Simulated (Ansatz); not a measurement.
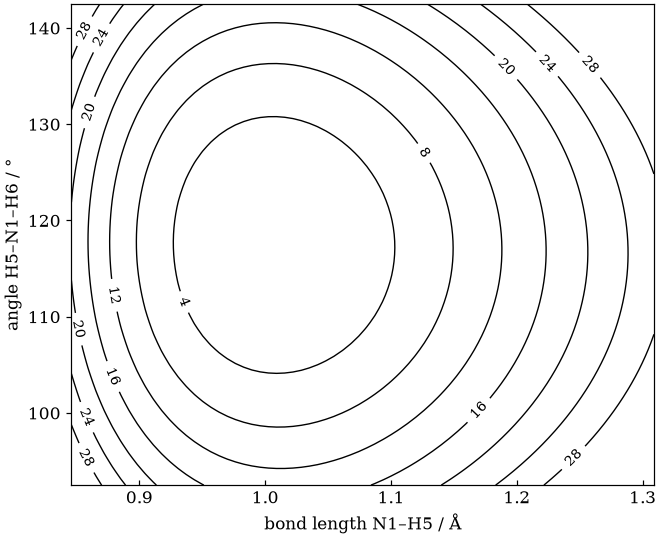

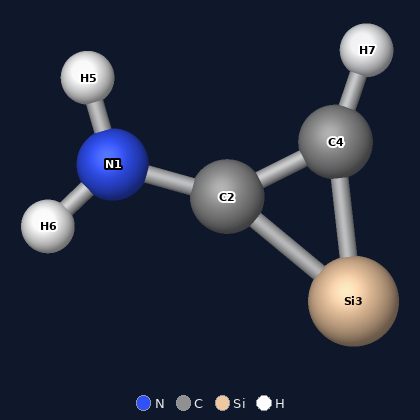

Energy landscape of C₂H₃NSi. The first coordinate is: bond length N1–H5; the second: angle H5–N1–H6. Nothing is relaxed (all other coordinates rigid). The scan uses a 15 × 15 grid. Energies: kcal/mol, counted from the relaxed molecule at the same level. Theory: Ansatz, RKS PBE0-D4/def2-TZVP.

Drawn: contour lines labelled in kcal/mol (none above 28). Between grid points the surface is interpolated. The second picture is the structure at the lowest point.

Question: Describe this landscape.

Answer: The lowest grid point is at bond length N1–H5 = 1.011 Å, angle H5–N1–H6 = 117.5°, 0.010 kcal/mol from the relaxed molecule at the same level. It is the only kind of minimum in the scanned range. The highest grid point, bond length N1–H5 = 1.309 Å, angle H5–N1–H6 = 142.5°, lies 40.1 kcal/mol above the lowest. Round the minimum the two coordinates are nearly uncoupled.

The input of one point:

```yaml
crystal:
  periodic: [false, false, false]
  atoms:
    - { symbol: "N", position_ang: [-0.57502, 1.036953, -0.071359] }
    - { symbol: C, position_ang: [0.108352, -0.029175, 0.341294] }
    - { symbol: Si, position_ang: [1.002269, -1.085112, 1.549432] }
    - { symbol: C, position_ang: [0.583403, -1.185162, -0.190147] }
    - { symbol: H, position_ang: [-0.885857, 1.132217, -1.028661] }
    - { symbol: H, position_ang: [-0.800096, 1.779481, 0.564939] }
    - { symbol: H, position_ang: [0.565658, -1.648851, -1.169554] }
basis:
  gaussian: { orbitals: def2-TZVP }
hamiltonian:
  xc: pbe0
  dispersion: d4
output:
  forces: true
```

Each point was launched as `ansatz run input.yaml --threads 1 --pin off --max-ram 2560MiB --backend cpu --events-out ev --progress --plain --runs-dir out`. The whole map (225 points run) took 31 min on 1 thread of Arm Neoverse N1, on a shared host.
